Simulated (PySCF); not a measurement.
**C₂H₇B, SMILES `CBC`: what the electrons do**

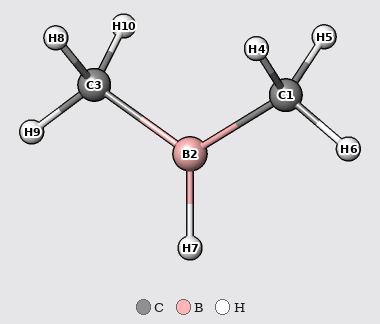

The molecule, with its atoms numbered as below. No frequency check shows the geometry to be a minimum.

Coordinates in Å:

```
C1      -1.3587    0.1908   -0.0000
B2       0.0000   -0.6053   -0.0004
C3       1.3587    0.1908    0.0002
H4      -1.4224    0.8479   -0.8669
H5      -1.4226    0.8479    0.8669
H6      -2.2454   -0.4378    0.0005
H7      -0.0002   -1.7789    0.0009
H8       1.4226    0.8479   -0.8667
H9       2.2454   -0.4379   -0.0004
H10      1.4225    0.8479    0.8671
```

### 1. Bonding charge

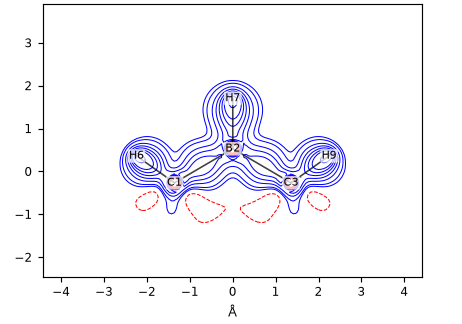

Deformation density (molecule less spherical, spin-averaged free atoms) in the plane of C1, B2, C3, H6, H7 and H9; contours at ±0.05 to ±0.8 e/Å³; solid blue lines: gain, dashed red lines: loss.

Computed with PySCF, PBE/def2-TZVP, geometry: GFN2-xTB.

Describe the bonding that the map shows.

Answer. C1–H6 and C3–H9: +0.66 e/Å³ at the bond critical point (bond length 1.09 Å, Mayer order 1.0). B2–H7: +0.50 e/Å³ at the bond critical point (bond length 1.17 Å, Mayer order 1.0). B2–C3 and C1–B2: +0.43 e/Å³ at the bond critical point (bond length 1.57 Å, Mayer order 1.1). In all, 2.0 electrons gather in the regions of gain relative to the promolecule.

### 2. Bond critical points

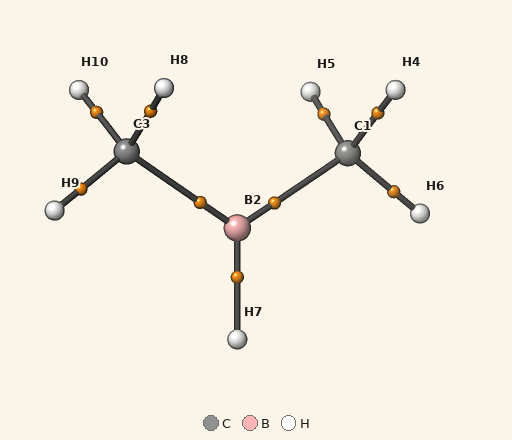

Molecular graph of the electron density (QTAIM): bond paths, bond critical points (orange), ring points (yellow, if any); weak paths are dashed.

How many critical points of each kind are there, and does the count close?

Answer. 10 nuclei, 9 bond, 0 ring and 0 cage critical points: 10 − 9 + 0 − 0 = 1, as the Poincaré–Hopf relation requires.

Give the properties at the bond critical points.

Answer.
```csv
bond,length (Å),ρ (a.u.),∇²ρ (a.u.),ε,H (a.u.)
C1–H6 (2 alike),1.087,0.275,−0.91,0.01,−0.274
C3–H8 (4 alike),1.090,0.268,−0.86,0.02,−0.265
B2–H7,1.174,0.191,−0.38,0.26,−0.221
B2–C3 (2 alike),1.575,0.185,−0.33,0.25,−0.204
```

What kind of interaction is B2–H7?

Answer. Shared-shell (covalent): ρ = 0.191, ∇²ρ = −0.38, H = −0.221 a.u.

### 3. Local ionisation energy

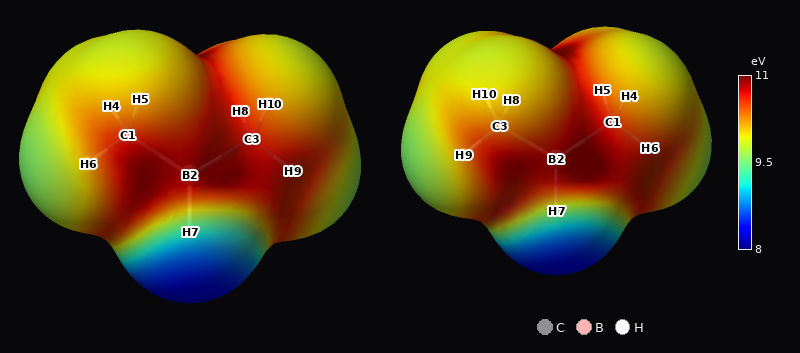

Average local ionisation energy on the surface of electron density 0.001 a.u. (back view left, front view right).

Locate the minima of the map.

Answer. The lowest value is 8.3 eV, 1.5 Å from H7. Further minima include 9.5 eV, 1.4 Å from H6, and at like points elsewhere. For comparison, the highest occupied orbital lies at −7.3 eV.

### 4. In an electric field

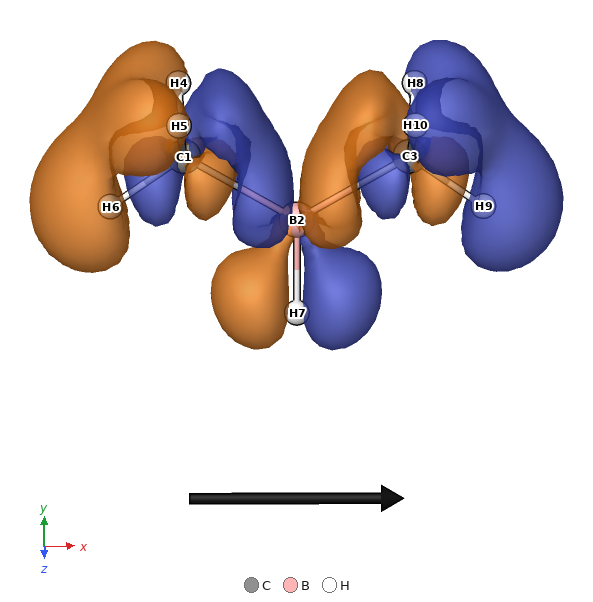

Change of the electron density in a uniform field of 0.21 V/Å along +x (arrow), surfaces at ±0.0015 e/Å³ (orange: gain, blue: loss).

Method: PBE/def2-TZVP; geometry: GFN2-xTB; program: PySCF. A basis without diffuse functions makes polarisabilities too small.

What dipole is induced, and what polarisability does it imply?

Answer. The induced dipole is 0.48 D (along the field); α along this axis, from the fields in both directions, is 47 bohr³ (7.0 Å³).

Which atoms gain and lose the most charge?

Answer. Electrons gather most on H6 (Hirshfeld charge changes by −0.009 e) and leave H9 most (+0.009 e); 0.041 electrons are displaced in all.

### 5. Removing or adding an electron

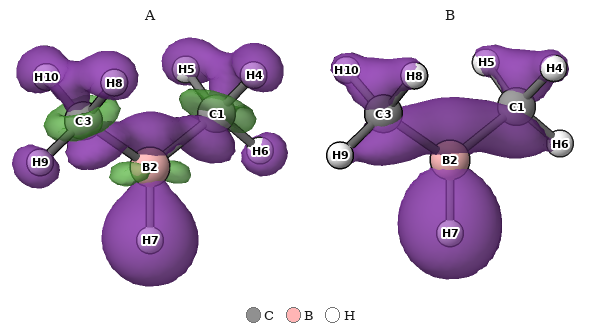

The Fukui function f⁻ from two separate SCF calculations and the density of the HOMO, at ±0.04 e/Å³ (purple positive, green negative).

Level of theory: PBE/def2-TZVP (PySCF), at a geometry from GFN2-xTB.

Which panel is which, and how good is the frozen-orbital picture?

Answer. A is f⁻ (it has negative regions), B the HOMO density. The HOMO lies on B2 (28 %), H7 (26 %) and C1 and C3 (14 % each); f⁻ (Hirshfeld-condensed) is largest on H7 (0.20) and B2 (0.15); the vertical ionisation energy is 10.72 eV (the stability of the cation's solution wasn't checked). Relaxation shifts 27 % of the electron between atoms. The orbital energy is −7.30 eV.

The PySCF runs shown took 13 s, 31 s and 44 s on 1 thread of Arm Neoverse V2 (shared host).
